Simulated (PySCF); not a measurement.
CH5FSi, SMILES C[SiH2]F at its PBE0/def2-SVP optimised geometry (Å):

```
8

C      1.0048    -0.2530     0.0000
Si    -0.8564    -0.2530     0.0000
F     -1.3917     1.2865     0.0000
H      1.3865    -1.2865     0.0132
H      1.4003     0.2455    -0.8982
H      1.3990     0.2678     0.8861
H     -1.4003    -0.9136     1.2215
H     -1.4001    -0.9158    -1.2205
```

Method: PBE0/def2-TZVP in PySCF. Cells within 0.4 Å of a nucleus heavier than hydrogen are left out (blank, or x).

Map of the log10 of the electron density (e/bohr³), floored at −4 on the plane z = 0.0 Å:

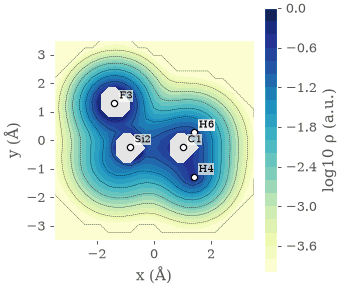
Log10 of the electron density (e/bohr³), floored at −4 on the plane z = 0.0 Å.
